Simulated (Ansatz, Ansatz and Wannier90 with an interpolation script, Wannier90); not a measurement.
**G0W0 band structure of BaHCl (P4/nmm)**

Wanted: quasiparticle gap and band widths of BaHCl (P4/nmm) over the whole zone.

Program: Ansatz 0.2.0. Level of theory: LDA, Wannier functions and G0W0, plane waves, PAW. Results are calculated unless marked as measured.

### 1. Set-up

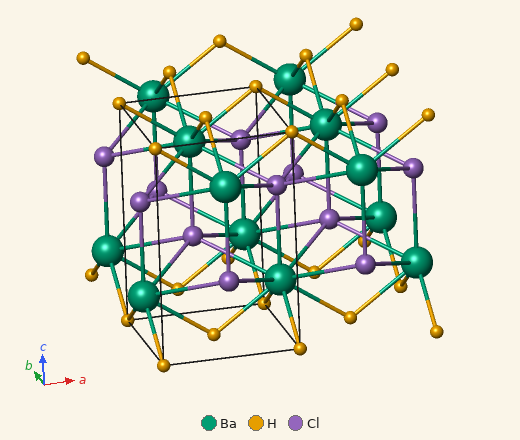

Start, viewed slightly off an axis; barium teal, hydrogen orange, chlorine purple. 2×2×1 cells are drawn. Some periodic images of atoms are drawn too.

The cell and positions come from the Crystallography Open Database and are kept as given unless a step says otherwise. Spin-orbit coupling is left out unless a step names it. The default PAW set here is soft_2. Its files were made with PBE.

### 2. LDA bands

Levels along a band path, at the cheap level, show where the edges lie and whether the meshes to come will hold them.

This step: DFT, LDA, plane waves, PAW.

File input.yaml:

```yaml
crystal:
  lattice:
    - [4.408, 0.0, 0.0]
    - [0.0, 4.408, 0.0]
    - [0.0, 0.0, 7.202]
  atoms:
    - { symbol: Ba, position: [0.0, 0.5, 0.215] }
    - { symbol: Ba, position: [0.5, 0.0, 0.785] }
    - { symbol: H, position: [0.0, 0.0, 0.0] }
    - { symbol: H, position: [0.5, 0.5, 0.0] }
    - { symbol: Cl, position: [0.0, 0.5, 0.65] }
    - { symbol: Cl, position: [0.5, 0.0, 0.35] }
kpoints:
  mp_grid: { grid: [4, 4, 2] }
  band_path:
    path:
      - [[0.0, 0.0, 0.0], [0.0, 0.5, 0.0], [0.5, 0.5, 0.0], [0.0, 0.0, 0.0], [0.0, 0.0, 0.5], [0.0, 0.5, 0.5], [0.5, 0.5, 0.5], [0.0, 0.0, 0.5]]
      - [[0.0, 0.5, 0.0], [0.0, 0.5, 0.5]]
      - [[0.5, 0.5, 0.0], [0.5, 0.5, 0.5]]
    npoints: 10
hamiltonian:
  xc: lda
scf:
  occupations: { method: fermi_dirac, width: 0.02 }
  n_extra_bands: 74
output:
  eigenvalues: true
  forces: true
  stress: true
  fatbands: true
  write_density: true
  write_potential: true
  elf: true
  volumetric_format: npy
```

On the command line:

```
> ansatz run input.yaml --threads 4 --pin off --max-ram 18432MiB --backend cpu --events-out ev --progress --plain --runs-dir out
```

Numbers of over 12 decimals in the logs are rounded to 6 here.

The log of the run:

```text
scf.n_extra_bands = 74 over 18 filled bands (N_el = 36.0): the run solves 92 bands
Engine: ansatz 0.2.0, aarch64-unknown-linux-gnu
Pseudopotentials: kind: paw
Pseudopotential: Ba, paw, valence charge 10, recommended cutoff 420 eV (normal), Ba.paw.azcp
Pseudopotential: H, paw, valence charge 1, recommended cutoff 420 eV (normal), H.paw.azcp
Pseudopotential: Cl, paw, valence charge 7, recommended cutoff 420 eV (normal), Cl.paw.azcp
Functional definition: SPW92
  exchange = slater_x
  correlation = pw_c
Crystal: 6 atoms, lattice volume = 139.938 Å³
Basis set: ecut = 420 eV, 2713 PW (Γ)
Bands: 92, of which v1, the nominal top of the filled ones, is band 18 counted from 1 (17 counted from 0)
Symmetry: 16 space group operations
Space group: P4/nmm (ITA 129), of the structure as read, at distance tolerance 5.2e-5 Å
k-points: 12 of 32
Non-local potential: Ba, projectors of the file, l = 0: 3, l = 1: 2, l = 2: 2, l = 3: 2
Non-local potential: H, projectors of the file, l = 0: 2, l = 1: 1
Non-local potential: Cl, projectors of the file, l = 0: 2, l = 1: 2, l = 2: 2
PAW form: soft (Blöchl's): semilocal exchange-correlation on the pseudo side does not see the compensation charge
PAW frozen core: Ba, regenerated for the run's functional, and the local potential with it (the file was generated under x = pbe(κ = 0.804, μ = 0.219515), c = pbe(β = 0.066725))
PAW frozen core: Cl, regenerated for the run's functional, and the local potential with it (the file was generated under x = pbe(κ = 0.804, μ = 0.219515), c = pbe(β = 0.066725))
PAW one-centre angular grid: Ba, 194 points (default); XC on 64 Gauss nodes
PAW one-centre angular grid: H, 110 points (default); XC on 64 Gauss nodes
PAW one-centre angular grid: Cl, 110 points (default); XC on 64 Gauss nodes
Initial density: superposition of atomic densities (neutral atoms: chi_scale 0, normalization atom), corrected by the library's trained network
Initial wavefunctions: pseudopotential atomic-orbital guess
Functional: x = slater, c = lda
SCF iter   1: F=—  HF=-13688.364644 eV  |F-HF|=—  |Δ(HF+E_count)|=         —  Δρ=7.92e-3  dr2=8.57e-2  ethr=1.77e-3  ⟨swp⟩=6.9  Hψ=6060  notcnv=0  defer=659
preconditioner: auto → Resta (q_TF=auto, 2.176 Å⁻¹)  ε∞=1.6  [insulator: Δε(μ)=2.826 eV  Ē_g=22.697 eV  σ=0.020 eV  W_gap=1.00  n_scr=20 (ndim 8)  ℏωp=17.8 eV  f_vac=0.001  D(μ)=0.00/eV (n_scr^D=0)  ε∞_Penn≈1.6]
SCF iter   2: F=—  HF=-13688.342609 eV  |F-HF|=—  |Δ(HF+E_count)|=   2.20e-2  Δρ=4.21e-3  dr2=2.39e-2  ethr=2.38e-4  ⟨swp⟩=1.2  Hψ=1274  notcnv=0  defer=769
SCF iter   3: F=—  HF=-13688.334858 eV  |F-HF|=—  |Δ(HF+E_count)|=   7.75e-3  Δρ=2.79e-4  dr2=1.30e-4  ethr=6.63e-5  ⟨swp⟩=2.2  Hψ=465  notcnv=0  defer=805
SCF iter   4: F=—  HF=-13688.334849 eV  |F-HF|=—  |Δ(HF+E_count)|=   8.27e-6  Δρ=8.31e-5  dr2=2.02e-5  ethr=3.61e-7  ⟨swp⟩=2.0  Hψ=456  notcnv=0  defer=814
SCF iter   5: F=—  HF=-13688.334846 eV  |F-HF|=—  |Δ(HF+E_count)|=   3.64e-6  Δρ=2.53e-5  dr2=7.84e-7  ethr=5.60e-8  ⟨swp⟩=2.2  Hψ=467  notcnv=0  defer=814
SCF iter   6: F=-13688.334846 eV  HF=-13688.334846 eV  |F-HF|=7.10e-9  |Δ(HF+E_count)|=   1.28e-7  Δρ=5.81e-6  dr2=6.82e-8  ethr=2.78e-10  ⟨swp⟩=19.4  Hψ=10148  notcnv=0
SCF 1 converged in 6 iterations: F = -13688.334846 eV  dr2 = 6.82e-8
[...]
NSCF: frozen V_eff on 93 k-points
SCF converged after 6 iterations
Free energy (F): -13688.334846 eV
Harris-Foulkes:  -13688.334846 eV  (|F-HF|=7.10e-9)
Internal energy: -13688.334846 eV  (E = F + TS)
E sigma→0 (E₀):  -13688.334846 eV
Fermi energy:    6.354546 eV
--- Per-component energies (eV) ---
  E_band       = -148.214908
  E_kinetic    = 684.379497
  E_local      = -1028.922839  (includes V_loc(G=0)·N_el)
  E_nonlocal   = 182.534659
  E_hartree    = 313.341068
  E_xc         = -563.797872
  E_vxc        = -538.332468  (∫ρ·V_xc dr)
  E_paw        = -11366.467725  (= ΣΔE_a)
  E_vpaw       = -74.556461  (= ΣTr[D̂ρ^β])
  E_aug_tail   = -0.001976  (compensation charges beyond the density's cutoff)
  E_ewald      = -1910.345673
  E_core_change = 0.946015  (= ΣΔE_core)
  E_smearing   = -0.000000  (= −TS)
  E_closure    = 0.000000  (closes the sum)
  Σ components = -13688.334846   (vs F -13688.334846, Δ=0.00e0)
--- Forces (eV/Å), atoms counted from 1 ---
  atom   1  Ba     0.00000000     0.00000000    -0.21448703
  atom   2  Ba     0.00000000     0.00000000     0.21448703
  atom   3  H      0.00000000     0.00000000     0.00000000
  atom   4  H      0.00000000     0.00000000     0.00000000
  atom   5  Cl     0.00000000     0.00000000     0.09409298
  atom   6  Cl     0.00000000     0.00000000    -0.09409298
  max |Σ_I F_I| component: 0.00e0 eV/Å
--- Stress (GPa, compression-positive) ---
       -3.374905       0.000000       0.000000
        0.000000      -3.374905       0.000000
        0.000000       0.000000      -2.586590
  P = ⅓ Tr σ = -3.1121 GPa (-31.121 kbar)
--- Band table (eV; the first three rows and the last of 12) ---
  k-point 0: bands = [... 14 lower, 2.9559, 2.9559, 3.9269, 4.5441, 8.4635, 9.0429, 9.4828, 9.6358, ... 70 higher]
  k-point 1: bands = [... 14 lower, 2.9756, 2.9756, 4.5839, 4.8529, 7.8423, 8.7668, 9.9290, 9.9290, ... 70 higher]
  k-point 2: bands = [... 14 lower, 2.6788, 2.8953, 4.3852, 4.6128, 8.8965, 9.1949, 9.2879, 9.3614, ... 70 higher]
  k-point 11: bands = [... 14 lower, 2.8893, 2.8893, 4.5752, 4.5752, 9.8893, 9.8893, 10.5933, 10.5933, ... 70 higher]
```

The job ended after 18 s (4 threads of Arm Neoverse V1, shared host; peak memory 0.88 GiB; 69 s of CPU time).

This step gave:

* pressure: -3.112 GPa
* filled bands: 18
* gap: 2.989 eV
* valence top at: Z
* conduction bottom at: Z
* least direct gap: 2.989 eV

The gap is direct, at (0.000, 0.000, 0.500).

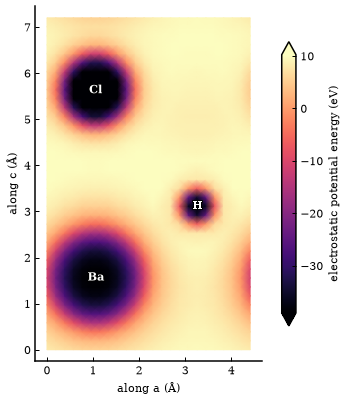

Electrostatic potential energy in the ac plane at fractional y = 0.000, with atoms of Ba and H and Cl within 0.2 Å of it. With pseudopotentials it is smooth inside the atoms' cores, unlike the true potential. The map starts off the cell's origin, so that atoms lie inside it.

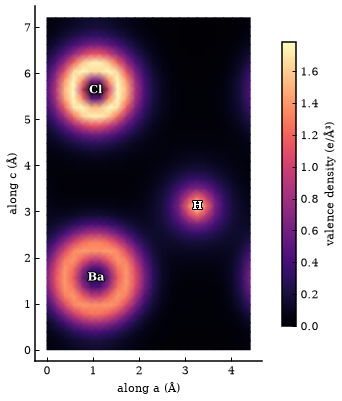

Valence density in the ac plane at fractional y = 0.000, with atoms of Ba and H and Cl within 0.2 Å of it. It is the smooth field of the valence electrons, not physical close to the nuclei. The map starts off the cell's origin, so that atoms lie inside it.

### 3. Overlaps and projections on 8×8×4

This step: overlaps and projections of LDA states for Wannier90, plane waves, PAW.

input.yaml, the sections that differ from step 2:

```yaml
kpoints:
  mp_grid: { grid: [4, 4, 2] }
scf:
  occupations: { method: fixed }
  n_extra_bands: 74
output:
  wannier:
    kmesh: [8, 8, 4]
    projections:
      - { species: Ba, l: s, shell: 6 }
      - { species: Cl, l: p, shell: 3 }
      - { species: H, l: s, shell: 1 }
    minimise: false
    seedname: w
    disentanglement: { window: [1.33, 15.61], frozen_window: [1.33, 8.34] }
# crystal, hamiltonian: as in step 2
```

The log of the run:

```text
[...]
Crystal: 6 atoms, lattice volume = 139.938 Å³
Basis set: ecut = 420 eV, 2713 PW (Γ)
Bands: 92, of which v1, the nominal top of the filled ones, is band 18 counted from 1 (17 counted from 0)
Symmetry: 16 space group operations
[...]
k-points: 12 of 32
[...]
--- Band table (eV; the first three rows and the last of 12) ---
  k-point 0: bands = [... 14 lower, 2.9559, 2.9559, 3.9269, 4.5442, 8.4635, 9.0429, 9.4828, 9.6358, ... 70 higher]
  k-point 1: bands = [... 14 lower, 2.9756, 2.9756, 4.5840, 4.8530, 7.8423, 8.7669, 9.9291, 9.9291, ... 70 higher]
  k-point 2: bands = [... 14 lower, 2.6788, 2.8953, 4.3852, 4.6129, 8.8965, 9.1950, 9.2879, 9.3614, ... 70 higher]
  k-point 11: bands = [... 14 lower, 2.8894, 2.8894, 4.5752, 4.5752, 9.8894, 9.8894, 10.5933, 10.5933, ... 70 higher]
[key lines of the parts left out:]
SCF converged after 6 iterations
Free energy (F): -13688.334846 eV
Fermi energy:    4.852962 eV
```

It took 24 s on 4 threads; peak memory 1.4 GiB; 91 s of CPU time.

(Part 1 of 3 ends here.)

[Paths, hosts, dates, memory and timing lines, banners, echoed tables and standing remarks are left out of the program output.]

[Logs are printed without paths, hosts, clocks, repeated set-up lines and the standing remarks that a program may print on its own settings, such as how far it seeks lower states.]

[Runs of the session that timed out or met a known fault of the program may be left out.]

[Hosts, paths, dates, database ids (printed as entryN), source tags and the programs' standing remarks are cut or masked in the printed files.]
